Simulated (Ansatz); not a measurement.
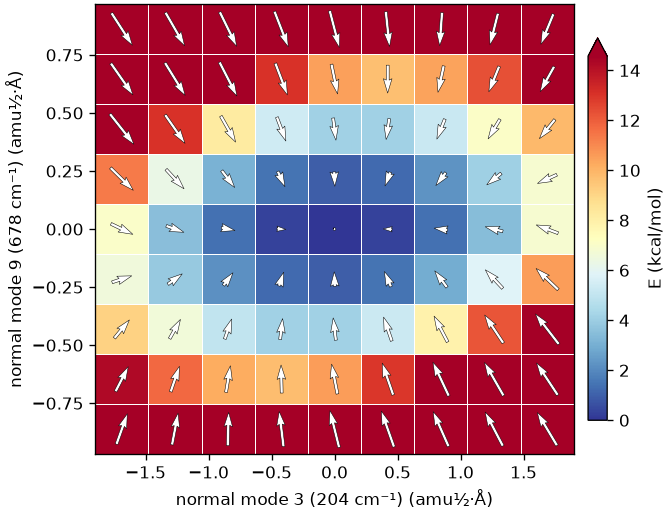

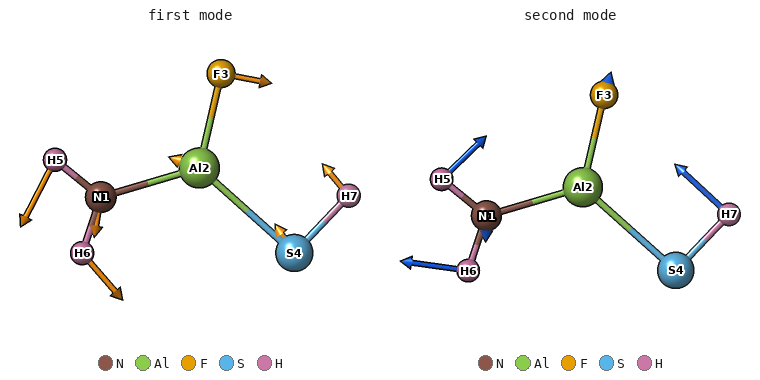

Energy landscape of AlFH₃NS, SMILES [NH2][Al]([F])[SH]. 
- Coordinates scanned: (1) normal mode 3 (204 cm⁻¹); (2) normal mode 9 (678 cm⁻¹).
- Nothing is relaxed (straight displacements along the two mass-weighted modes).
- Grid: 9 × 9 points.
- Points are written as (first, second).
- All energies are given in kcal/mol relative to the lowest grid point.
- Theory: RKS PBE0-D4/def2-TZVP (Ansatz).

In the figure: one coloured cell a grid point, arrows along the force (downhill), their lengths compressed, one colour for all values above the top of the scale. The second picture is the structure at the lowest point

### Summarise what can be read from the map.

The lowest grid point is at (0.00 amu½·Å, 0.000 amu½·Å). No other kind of well shows on this grid. The highest grid point, (−1.69 amu½·Å, 0.861 amu½·Å), lies 52.1 kcal/mol above the lowest.

Grid values (kcal/mol):

```csv
"normal mode 9 (678 cm⁻¹) ↓, normal mode 3 (204 cm⁻¹) →",−1.69,−1.27,−0.84,−0.42,0.00,0.42,0.84,1.27,1.69
0.861,52.1,40.8,31.9,25.3,21.1,18.9,18.7,20.2,23.1
0.646,33.8,24.5,17.6,13.0,10.5,9.7,10.4,12.4,15.3
0.430,20.2,13.1,8.2,5.4,4.1,4.2,5.2,7.1,9.9
0.215,11.4,6.3,3.1,1.5,0.9,1.2,2.3,4.1,6.9
0.000,7.0,3.5,1.4,0.3,0.0,0.3,1.4,3.4,6.9
−0.215,6.6,3.9,2.2,1.2,0.9,1.4,2.9,5.9,10.6
−0.430,9.2,6.7,5.0,4.1,4.1,5.3,7.9,12.2,18.7
−0.646,14.3,11.7,10.2,9.7,10.6,12.9,17.1,23.3,31.6
−0.861,21.9,19.6,18.6,19.1,21.3,25.3,31.2,39.2,49.2
```

Each point was launched as `ansatz run input.yaml --threads 1 --pin off --max-ram 2560MiB --backend cpu --events-out ev --progress --plain --runs-dir out`. The whole map (81 points run) took 9.2 min on 1 thread of Arm Neoverse V2, with other jobs on the host.
